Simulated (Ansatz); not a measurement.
## SrFeO3: Fe → Tl

The parent structure is SrFeO3 in the cubic perovskite structure (space group Pm-3m, No. 221; a = 3.7819 Å; ferromagnetic; a cell from a computed database, its experimental status unchecked).

The change: Tl takes the place of Fe on all its sites; the structure is relaxed again.

All numbers come from Ansatz (an electronic-structure program), PBEsol, PAW, cutoff 420 eV, no spin-orbit coupling. Settings: 11×11×11 k-points, 0.05 eV Fermi–Dirac smearing, for the changed cell.

```
quantity                        base          changed        shift
-------------------  ---------------  ---------------  -----------
volume per atom             10.82 Å³         14.94 Å³     +4.12 Å³
density                   5.88 g/cm³       7.56 g/cm³  +1.68 g/cm³
lattice parameter a          3.782 Å          4.211 Å     +0.429 Å
space group          Pm-3m (No. 221)  Pm-3m (No. 221)            –
band gap                        zero             zero            –
```

Final structure:

```
CELL_PARAMETERS angstrom
      4.21143     0.00000     0.00000
      0.00000     4.21143     0.00000
      0.00000     0.00000     4.21143
ATOMIC_POSITIONS crystal
  Sr 0.00000 0.00000 0.00000
  Tl 0.50000 0.50000 0.50000
  O  0.00000 0.50000 0.50000
  O  0.50000 0.00000 0.50000
  O  0.50000 0.50000 0.00000
```

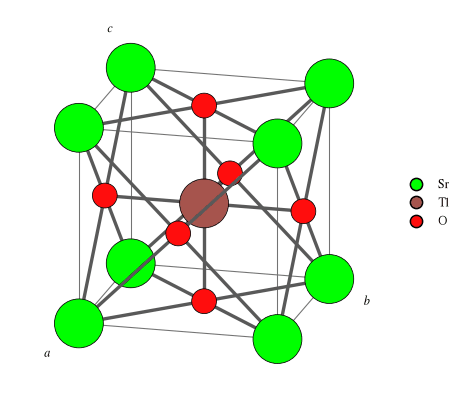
Figure: The relaxed conventional cell after the change

Whether these cells are dynamically stable was not tested. For SrTlO3 in this form, whether it has been made was not checked. No Hubbard U is applied and the magnetic state is the run's own (SrFeO3 ferromagnetic); small cells can't hold the antiferromagnetic order that many such compounds have, so gaps and moments can be off. Spin-polarised in the final run: base; the other runs are not. An odd electron count without spin: SrTlO3. Many cubic perovskites are stable only at high temperature; tilts and polar distortions were not tested.
